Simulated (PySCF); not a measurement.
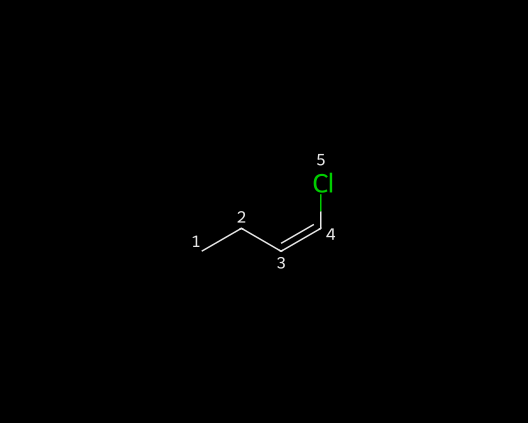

Skeletal drawing with numbered atoms; wedges and dashes mark any stereocentres. The configuration is that of a computed structure (PBE0-D3(BJ)/def2-SVP).

**Assign CIP descriptors.**

C3=C4: Z.

**Give a SMILES with the stereochemistry.**

CC/C=C\Cl
